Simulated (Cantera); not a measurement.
Input: 1 mol AlN, 0.58 mol H₂, at 13300 Pa.

Equilibrium computed with Cantera from the NASA thermochemical tables; the gas is ideal and each condensed phase is pure. Candidate condensed phases: Al, AlN; 13 gas species. The numbers say what is thermodynamically allowed, not how fast it happens.

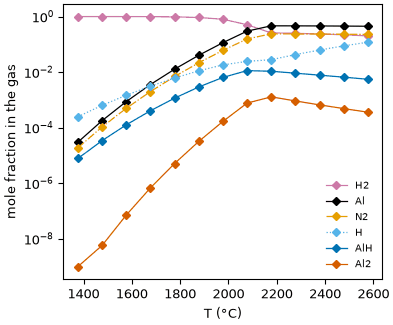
Equilibrium gas composition (values under 1e-9 drawn at 1e-9)

From 1377 °C to 2077 °C the condensed part is AlN(s). From 2177 °C to 2577 °C nothing is condensed. The main Al-bearing gas is Al throughout.
